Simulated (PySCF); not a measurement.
System: AlH₁₁O₃Si₄ (SMILES [OH][Al]([OH])[O][Si]([SiH3])([SiH3])[SiH3]).

Input file:

```
{"job": {"kind": "nmr", "xc": "PBE0", "basis": "pcSseg-1"}, "charge": 0, "multiplicity": 1}
Si     0.688065    -1.685866    -1.258173
Si     0.121964     0.421448    -0.366833
Si    -1.369159     1.466552    -1.849467
Si     2.081205     1.710132    -0.236512
O     -0.574024     0.309300     1.148556
Al    -0.972911    -0.900424     2.271204
O     -1.636582    -0.560303     3.787266
O     -0.655917    -2.486623     1.777214
H     -0.519045    -2.546808    -1.442761
H      1.694232    -2.391077    -0.407356
H      1.301673    -1.437729    -2.603936
H     -0.726156     1.586646    -3.196185
H     -2.627197     0.666440    -1.990494
H     -1.734181     2.836285    -1.368671
H      1.785476     3.093650     0.252491
H      3.062877     1.078990     0.702914
H      2.712629     1.804301    -1.590842
H     -1.836418     0.316844     4.117063
H     -0.817440    -3.283946     2.282534
```

Command:

```sh
OMP_NUM_THREADS=1 python cluster_run.py task.json out
```

Geometry: PBE0-D3(BJ)/def2-SVP.

The calculation used PBE0/pcSseg-1, SCF density, gas phase, non-relativistic in PySCF 2.14.0.

**Predict the electron density and electron localisation function between the atoms.**

Si–O (1.67 Å): ρ is about 1 e/Å³ halfway; the ELF peaks at about 0.85 between the atoms; a shared but strongly polarised pair.
Al–O (1.69 Å): ρ at the midpoint is about 0.89 e/Å³; the ELF peaks at about 0.85 in the valence shell of O, 0.6 Å from its nucleus, and is about 0.45 at the midpoint.
Si–Si (2.36 Å): ρ is about 0.63 e/Å³ halfway; the ELF peaks at about 1 between the atoms: a shared electron pair.
O–H (0.96 Å): ρ is about 3.7 e/Å³ halfway; the ELF climbs to about 1 towards the hydrogen, as it does in any bond to H (an ordinary covalent bond to hydrogen).

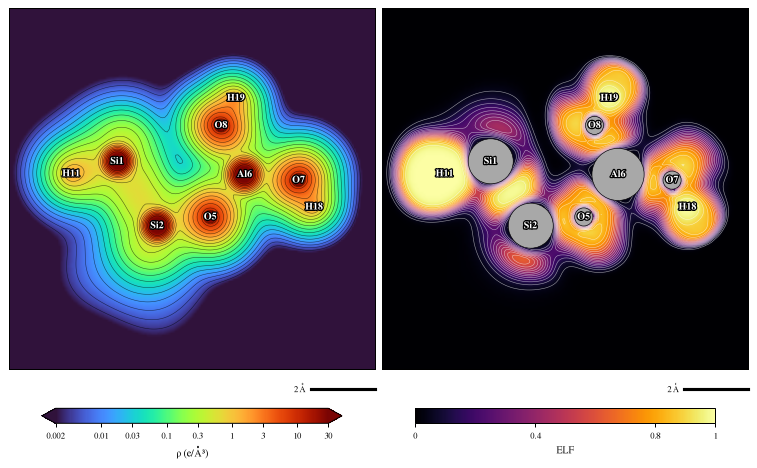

Computed electron density and electron localisation function on the plane of atoms Al6, O8 and H19, in this order. Grey discs cover the atomic cores in the ELF map. 
